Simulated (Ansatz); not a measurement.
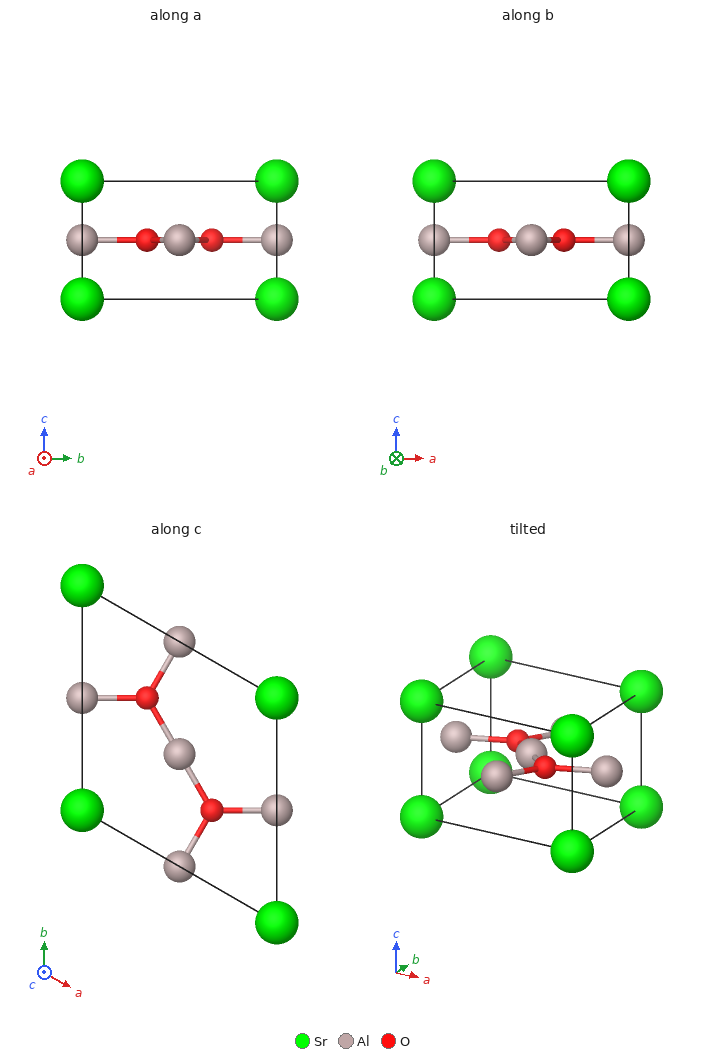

A ball-and-stick rendering, viewed along the a axis, along the b axis, along the c axis and slightly off an axis. The conventional unit cell is outlined; an atom on or near a face, edge or corner is repeated at each equivalent position.

Lattice parameters: a = 6.3926 Å, b = 6.3926 Å, c = 3.3589 Å, α = 90.000°, β = 90.000°, γ = 120.000°.

### Convert the drawing into a CIF with its space group and independent sites.

```cif
data_structure
_symmetry_space_group_name_H-M 'P 6/m m m'
_symmetry_Int_Tables_number 191
_cell_length_a 6.3926
_cell_length_b 6.3926
_cell_length_c 3.3589
_cell_angle_alpha 90.000
_cell_angle_beta 90.000
_cell_angle_gamma 120.000
_cell_volume 118.87
loop_
_atom_site_label
_atom_site_type_symbol
_atom_site_symmetry_multiplicity
_atom_site_Wyckoff_symbol
_atom_site_fract_x
_atom_site_fract_y
_atom_site_fract_z
_atom_site_occupancy
Sr1 Sr 1 a 0.0000 0.0000 0.0000 1
Al1 Al 3 g 0.5000 0.0000 0.5000 1
O1 O 2 d 0.3333 0.6667 0.5000 1
```

The model was built from a random cell made by a generator, so it need not be a real form of the compound. Earlier steps of the study may have refined or changed the cell and positions. It was the input of a calculation with Ansatz.
